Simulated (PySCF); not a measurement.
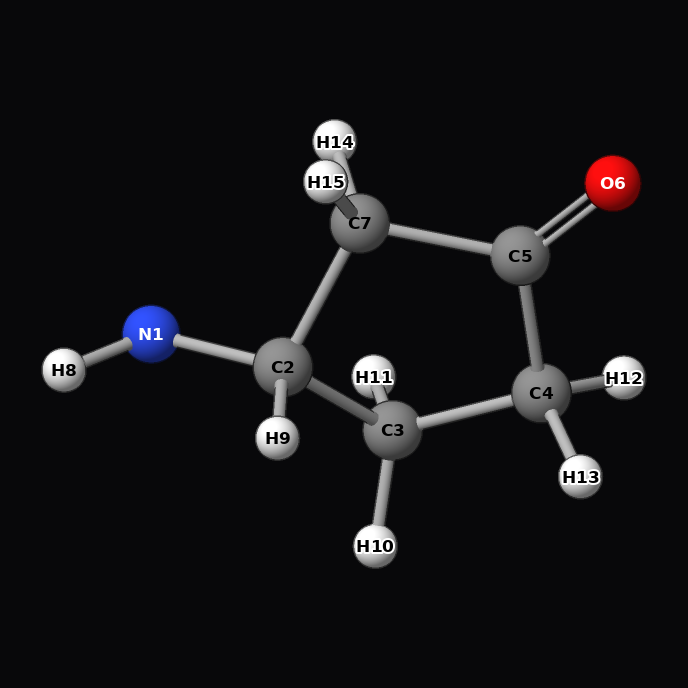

The questions are on Mulliken spin populations. The species is neutral and a spin doublet. The computed structure is the end point of a GFN2-xTB optimisation. No frequency run is at hand to confirm it as a minimum. Properties computed with UKS B3LYP, pcH-1 on C H N O, non-relativistic (PySCF 2.14.0).

**Which atom carries the largest spin population?**

N1 (0.94 e).

**Which atom has the lowest spin population?**

C2 (−0.07 e); a negative value comes from spin polarisation.

Give the Mulliken spin populations atom by atom.

```json
{"atom": "N1", "value (e)": "0.94"}
{"atom": "C2", "value (e)": "−0.07"}
{"atom": "C3", "value (e)": "0.06"}
{"atom": "C4", "value (e)": "0.00"}
{"atom": "C5", "value (e)": "0.01"}
{"atom": "O6", "value (e)": "0.02"}
{"atom": "C7", "value (e)": "0.08"}
{"atom": "H8", "value (e)": "−0.03"}
{"atom": "H9", "value (e)": "0.00"}
{"atom": "H10", "value (e)": "0.00"}
{"atom": "H11", "value (e)": "0.00"}
{"atom": "H12", "value (e)": "0.00"}
{"atom": "H13", "value (e)": "0.00"}
{"atom": "H14", "value (e)": "0.00"}
{"atom": "H15", "value (e)": "0.00"}
```

Mulliken values depend strongly on the basis set.
